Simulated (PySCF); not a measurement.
# BF (SMILES [B]F) at r2SCAN/STO-3G

What is the vertical singlet–triplet gap of BF at r2SCAN/STO-3G? Input form: a Python script.

The results are computed with PySCF 2.14.0.

33 further runs of the same task are left out: 6 that didn't finish, 27 set aside as unsound or not needed.

**1. The molecule**

BF: 2 atoms, total charge 0, spin state singlet. As SMILES, `[B]F`. Geometry: relaxed at PBE0-D4/def2-TZVP.

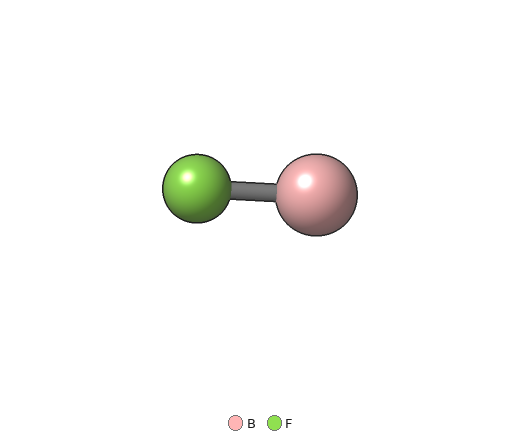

Viewed from a chosen angle; boron pink, fluorine green.

**2. The energy at r2SCAN/STO-3G**

The input, run.py:

```python
from pyscf import gto, dft

mol = gto.M(
    atom='''
B      0.000000     0.000000    -0.017669
F      0.000000     0.000000     2.369225
''',
    max_memory=1860,
    unit='bohr',
    spin=0,
    verbose=4,
    basis='sto-3g',
)

mf = dft.RKS(mol, xc='r2scan')
mf.grids.level = 5
mf.conv_tol = 1e-10
mf.kernel()
if not mf.converged:
    mf = mf.newton().run(mf.mo_coeff, mf.mo_occ)

etot = mf.e_tot
print('Final energy', etot)
```

On the command line:

```
$ OMP_NUM_THREADS=1 python run.py
```

The log of the run:

```text
PySCF version 2.14.0

[INPUT] num. atoms = 2
[INPUT] num. electrons = 14
[INPUT] charge = 0
[INPUT] spin (= nelec alpha-beta = 2S) = 0
[INPUT] symmetry False subgroup None
[INPUT] Mole.unit = bohr
[INPUT] Symbol           X                Y                Z      unit          X                Y                Z       unit  Magmom
[INPUT]  1 B      0.000000000000   0.000000000000  -0.009350032140 AA    0.000000000000   0.000000000000  -0.017669000000 Bohr   0.0
[INPUT]  2 F      0.000000000000   0.000000000000   1.253739877542 AA    0.000000000000   0.000000000000   2.369225000000 Bohr   0.0

nuclear repulsion = 18.8529528332636
number of shells = 6
number of NR pGTOs = 30
number of NR cGTOs = 10
basis = sto-3g
ecp = {}

******** <class 'pyscf.dft.rks.RKS'> ********
method = RKS
initial guess = minao
damping factor = 0
level_shift factor = 0
DIIS = <class 'pyscf.scf.diis.CDIIS'>
diis_start_cycle = 1
diis_space = 8
diis_damp = 0
SCF conv_tol = 1e-10
SCF conv_tol_grad = None
SCF max_cycles = 50
direct_scf = True
direct_scf_tol = 1e-13
XC library pyscf.dft.libxc version 7.0.0
    S. Lehtola, C. Steigemann, M. J.T. Oliveira, and M. A.L. Marques.,  SoftwareX 7, 1–5 (2018)
XC functionals = r2scan
    J. W. Furness, A. D. Kaplan, J. Ning, J. P. Perdew, and J. Sun.,  J. Phys. Chem. Lett. 11, 8208-8215 (2020)
    J. W. Furness, A. D. Kaplan, J. Ning, J. P. Perdew, and J. Sun.,  J. Phys. Chem. Lett. 11, 9248-9248 (2020)
    J. W. Furness, A. D. Kaplan, J. Ning, J. P. Perdew, and J. Sun.,  J. Phys. Chem. Lett. 11, 8208-8215 (2020)
    J. W. Furness, A. D. Kaplan, J. Ning, J. P. Perdew, and J. Sun.,  J. Phys. Chem. Lett. 11, 9248-9248 (2020)
radial grids:
    Treutler-Ahlrichs [JCP 102, 346 (1995); DOI:10.1063/1.469408] (M4) radial grids

becke partition: Becke, JCP 88, 2547 (1988); DOI:10.1063/1.454033
pruning grids: <function nwchem_prune>
grids dens level: 5
symmetrized grids: False
atomic radii adjust function: <function treutler_atomic_radii_adjust>
small_rho_cutoff = 0
Set gradient conv threshold to 1e-05
Initial guess from minao.
tot grids = 87040
init E= -122.925278605891
  HOMO = -0.19268074537811  LUMO = 0.0305687217748939  gap/eV = 6.07493
cycle= 1 E= -122.807114985227  delta_E= 0.118  |g|= 0.233  |ddm|= 1.59
  HOMO = -0.115042820146799  LUMO = 0.103908023064594  gap/eV = 5.95796
cycle= 2 E= -122.731690964991  delta_E= 0.0754  |g|= 0.603  |ddm|= 0.809
  HOMO = -0.0937109750994459  LUMO = 0.106590189383032  gap/eV = 5.45047
cycle= 3 E= -122.827785468559  delta_E= -0.0961  |g|= 0.0223  |ddm|= 0.525
  HOMO = -0.0958241663390536  LUMO = 0.106461111440047  gap/eV = 5.50446
cycle= 4 E= -122.827952313718  delta_E= -0.000167  |g|= 0.000724  |ddm|= 0.0259
  HOMO = -0.0957782443326433  LUMO = 0.106447959387511  gap/eV = 5.50286
cycle= 5 E= -122.827952480188  delta_E= -1.66e-07  |g|= 0.0001  |ddm|= 0.00099
  HOMO = -0.095782769267862  LUMO = 0.106446734889064  gap/eV = 5.50295
cycle= 6 E= -122.827952483379  delta_E= -3.19e-09  |g|= 5.97e-07  |ddm|= 0.000107
  HOMO = -0.0957828531102271  LUMO = 0.10644678259643  gap/eV = 5.50295
cycle= 7 E= -122.827952483379  delta_E= -1.14e-13  |g|= 1.2e-09  |ddm|= 1.18e-06
  HOMO = -0.095782852094959  LUMO = 0.106446783312087  gap/eV = 5.50295
Extra cycle  E= -122.827952483379  delta_E= -5.68e-14  |g|= 1.27e-09  |ddm|= 3.05e-09
converged SCF energy = -122.827952483379
Final energy -122.82795248337887
```

It took 2.4 s on 1 thread of Intel Xeon Platinum 8375C at 2.90GHz (Ice Lake), shared host; peak memory 0.15 GiB.

**3. The triplet**

The input, calc.py:

```python
from pyscf import gto, dft

mol = gto.M(
    atom='B 0.000000 -0.000000 -0.009350; F -0.000000 0.000000 1.253740',
    spin=2,
    verbose=3,
    basis='sto-3g',
    max_memory=1860,
)

mf = dft.UKS(mol)
mf.xc = 'r2scan'
mf.conv_tol = 1e-10
mf.grids.level = 5
mf.kernel()
if not mf.converged:
    mf = mf.newton().run(mf.mo_coeff, mf.mo_occ)

e_tot = mf.e_tot
print('Final energy', e_tot)
```

On the command line:

```
$ OMP_NUM_THREADS=1 python calc.py
```

The log of the run:

```text
WARN: HOMO 0.0305687082723501 >= LUMO -0.1926807474831

WARN: HOMO 0.0610377930236763 >= LUMO 0.00384196467399933

WARN: HOMO 0.0461601848390883 >= LUMO 0.0269138848468592

WARN: HOMO 0.0456343923807063 >= LUMO 0.0309752894669415

WARN: HOMO 0.0456469662682921 >= LUMO 0.0319758332566987

WARN: HOMO 0.0456192370885898 >= LUMO 0.0319682276674285

WARN: HOMO 0.0456200012800116 >= LUMO 0.0319739853724883

WARN: HOMO 0.0456200166867672 >= LUMO 0.0319746869777068

WARN: HOMO 0.0456200205915499 >= LUMO 0.0319747066019604

WARN: HOMO 0.0456200191378445 >= LUMO 0.0319746799763052

WARN: HOMO 0.0456200181351284 >= LUMO 0.0319746727607546

WARN: HOMO 0.0456200222679901 >= LUMO 0.0319747355111801

converged SCF energy = -122.70986210424  <S^2> = 2.009623  2S+1 = 3.0064085
Final energy -122.70986210424016
```

Run time: 4.5 s. Hardware: 1 thread of Intel Xeon Platinum 8375C at 2.90GHz (Ice Lake), shared host; peak memory 0.16 GiB.

**4. Summary of results**

Level: r2SCAN/STO-3G.

| quantity | value |
| --- | --- |
| singlet: total energy | -122.82795 Eh |
| singlet: dipole moment | 1.58 D |
| singlet: HOMO energy | -2.61 eV |
| singlet: LUMO energy | 2.90 eV |
| singlet: HOMO–LUMO gap | 5.50 eV |
| triplet: total energy | -122.70986 Eh |
| triplet: dipole moment | 0.13 D |
| triplet: ⟨S²⟩ | 2.010 |
| vertical energy of the triplet above the singlet | 3.213 eV |

**Reading.** At this shape the triplet lies 3.21 eV (310 kJ/mol) above the singlet. In a minimal basis such a difference can be off by several eV, whatever the method.
